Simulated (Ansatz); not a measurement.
KBr (rock salt): generalised stacking-fault energy along a line

Generalised stacking fault of KBr (rock salt) on the {110} plane. The cell below holds the perfect crystal with the plane normal along z; tilting its third vector by the shift puts one fault into each cell, between planes 2.37 Å apart, at fixed cell height.

```
CELL_PARAMETERS angstrom
      4.74131     0.00000     0.00000
      0.00000     6.70523     0.00000
      2.37066     3.35261     7.11197
ATOMIC_POSITIONS crystal
  Br 0.00000 0.00000 0.83333
  Br 0.33333 0.33333 0.16667
  Br 0.66667 0.66667 0.50000
  K  0.00000 0.50000 0.83333
  K  0.33333 0.83333 0.16667
  K  0.66667 0.16667 0.50000
```

In-plane vectors a = (4.741, 0.000) Å, b = (0.000, 6.705) Å, area 31.79 Å². The shift is s times the vector b (length 6.705 Å), so s = 1 restores the start. The shift is rigid: no atom relaxes. γ = [E(shift) − E(0)] / area.

These are PBE (plane waves to 420 eV, PAW, scalar-relativistic; Ansatz, a quantum-chemistry and plane-wave program) values and carry that method's errors. k mesh 6×6×6 (Γ-centred), Fermi-Dirac smearing 0.05 eV. E is the zero-smearing estimate. Faults lie only 7.1 Å apart, and holding the cell height and the atoms raises γ above its relaxed value. KBr was relaxed with its symmetry unable to fall. The zero of γ is zero shift.

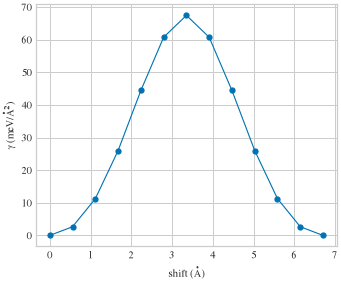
Fig. 1. γ (meV/Å²) against shift (Å); one marker a computed point (the last repeats the first, one period on).

The highest computed γ on the line is 1080 mJ/m² and the steepest slope dγ/d(shift) before the first maximum (spline) is 5.4 GPa. Local minima between the ends: no computed point is one. Position of the highest point: s = 0.500.

A slope of 1 mJ/m² per Å is 0.01 GPa.

(The slope of γ gives the shear force per area between the displaced halves; near zero shift its curvature is an elastic stiffness.)
